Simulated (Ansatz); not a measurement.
Fields on a plane of Cu (fcc, Cu type)

```yaml
crystal:
  lattice:
    - [0.00000, 1.81484, 1.81484]
    - [1.81484, 0.00000, 1.81484]
    - [1.81484, 1.81484, 0.00000]
  atoms:
    - { symbol: Cu, position: [0.00000, 0.00000, 0.00000] }
```

The slice is a {110} plane (indices of the conventional cell) through the point (0.000, 0.000, 0.000) (fractional), spanned by u = [100] and v = [1 -1 -1] in vectors of this cell: u (2.57 Å) and v (3.63 Å, at 90° to u). It covers one period; positions are fractions (u, v).

Atoms on it: Cu at (0.00, 0.00).

The numbers are results of PBE (plane waves to 420 eV, PAW, scalar-relativistic; Ansatz, an electronic-structure program), not measurements. k mesh 22×22×22. These are valence fields of a PAW run, semicore shells included where kept as valence: close to a nucleus they are smooth pseudo fields. Cu is run without spin polarisation. Cu was relaxed with its symmetry unable to fall.

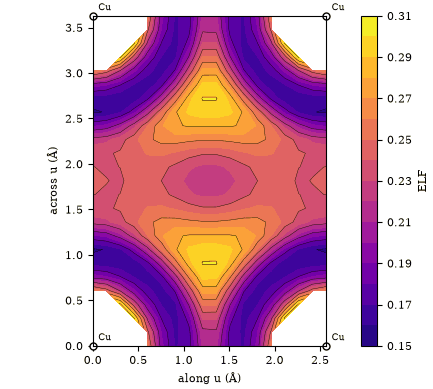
*Electron localisation function (ELF), one period of the plane, atoms marked. Points within 0.5 Å of a nucleus are left white, as the pseudised field means little there.*

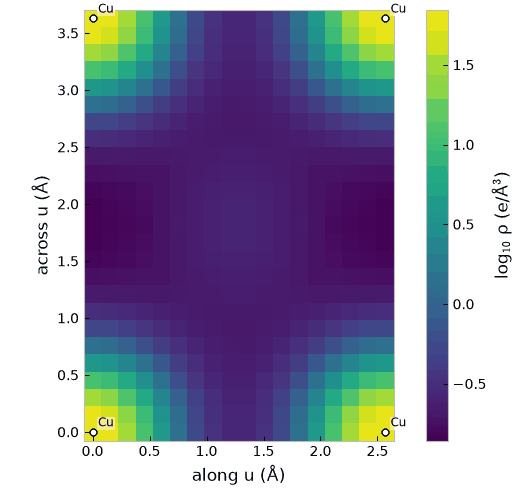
Log₁₀ of the valence density in e/Å³, one period of the plane, atoms marked. The scale is logarithmic, as a density can span decades between atoms and voids.

| Quantity | Result |
|---|---|
| Density on the Cu–Cu line (2.57 Å) at its midpoint | 0.27 e/Å³ |
| ELF at that point | 0.2 |
